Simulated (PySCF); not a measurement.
```xyz
20

C     1.8035   -1.3711    0.0866
C     1.4358    0.0860   -0.1721
C    -0.0698    0.3585   -0.0764
Si   -0.3898    2.2433   -0.1885
C    -0.6323   -0.0861    1.2427
C    -1.7002   -0.8638    1.1784
O    -2.1610   -1.2195   -0.0616
Si   -1.2143   -0.6202   -1.2696
H     1.3407   -2.0249   -0.6485
H     2.8827   -1.5035    0.0334
H     1.4654   -1.6771    1.0744
H     1.7896    0.3788   -1.1640
H     1.9625    0.7077    0.5593
H     0.0822    2.7302   -1.4874
H     0.3589    2.9140    0.8791
H    -1.8154    2.5216   -0.0234
H    -0.1913    0.2327    2.1719
H    -2.2756   -1.2675    1.9957
H    -0.6224   -1.7359   -2.0038
H    -2.0541    0.2075   -2.1292
```

Geometry: GFN2-xTB.

Method: PySCF 2.14.0, PBE0/pcSseg-1, SCF density, gas phase, non-relativistic.

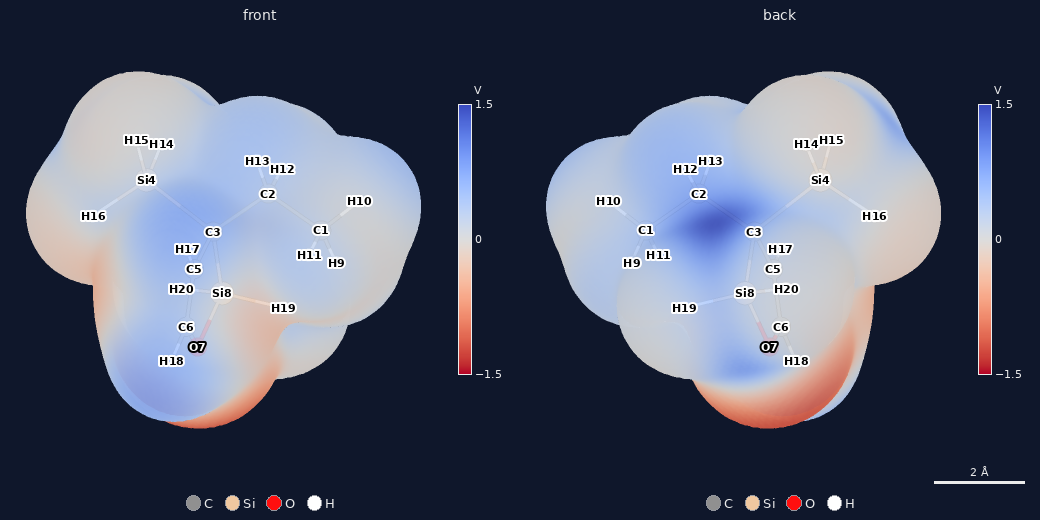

C5H12OSi2 (SMILES CC[C@]1([SiH3])C=CO[SiH2]1). The electrostatic potential painted on the density surface at 0.001 e/bohr³, seen from the front and from behind; the colour scale runs from red (negative) to blue (positive).

Question: Where is the surface potential most negative and most positive?

Answer: The most negative region (about −1.1 V) lies over O7, the most positive (about +1.3 V) over Si8. O7 is the likeliest acceptor of a hydrogen bond.

Question: What dipole moment does the calculation give?

Answer: Its dipole moment is 1.23 D.
